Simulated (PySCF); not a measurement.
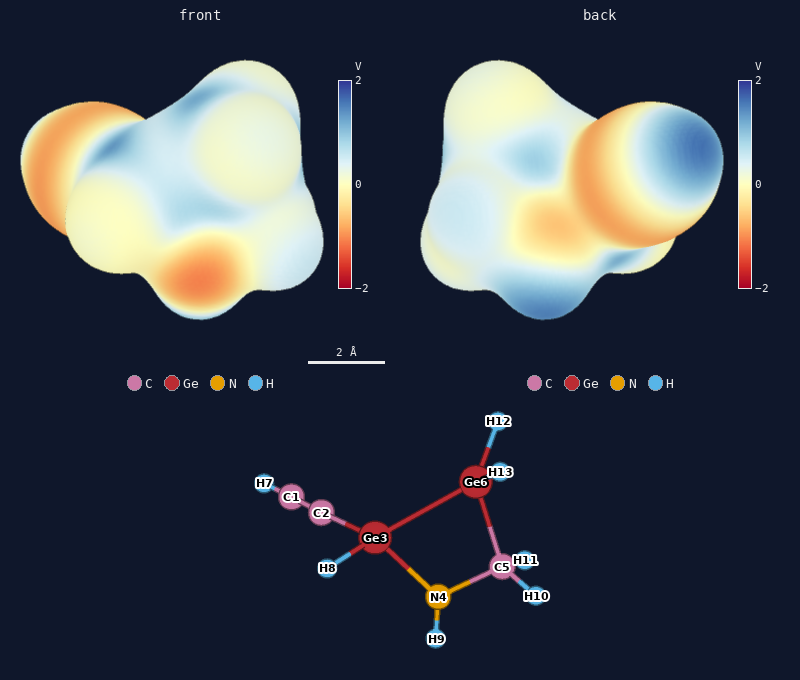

The picture shows: C$_{3}$H$_{7}$Ge$_{2}$N. The electrostatic potential painted on the density surface at 0.002 e/bohr³, seen from the front and from behind; red is negative and blue positive. The bare structure is drawn below in the same view.

Geometry: GFN2-xTB.

The calculation used PBE0/def2-SVPD, SCF density, gas phase (PySCF 2.14.0).

Input

```
{"job": {"kind": "uv", "xc": "PBE0", "basis": "def2-SVPD", "nstates": 8, "ntriplets": 3}, "charge": 0, "multiplicity": 1}
C      3.373923     0.413095    -0.204069
C      2.273374     0.177492    -0.630694
Ge     0.463284    -0.186701    -1.181440
N     -0.463588    -1.258343    -0.032807
C     -1.505277    -0.497713     0.642112
Ge    -1.375724     1.188422    -0.434893
H      4.348072     0.612174     0.145782
H      0.623628    -0.907702    -2.524529
H     -0.205270    -2.129382     0.402011
H     -2.474693    -1.006607     0.581525
H     -1.294043    -0.335829     1.707591
H     -1.184358     2.459427     0.376835
H     -2.583717     1.472153    -1.310145
```

Command:

```sh
OMP_NUM_THREADS=1 python probes_run.py task.json out
```

Q: Describe the electrostatic potential map.

A: The most negative region (about −1.0 V) lies over N4, the most positive (about +1.5 V) over H7. N4 is the likeliest acceptor of a hydrogen bond.

Q: What dipole moment does the calculation give?

A: Its dipole moment is 0.72 D.
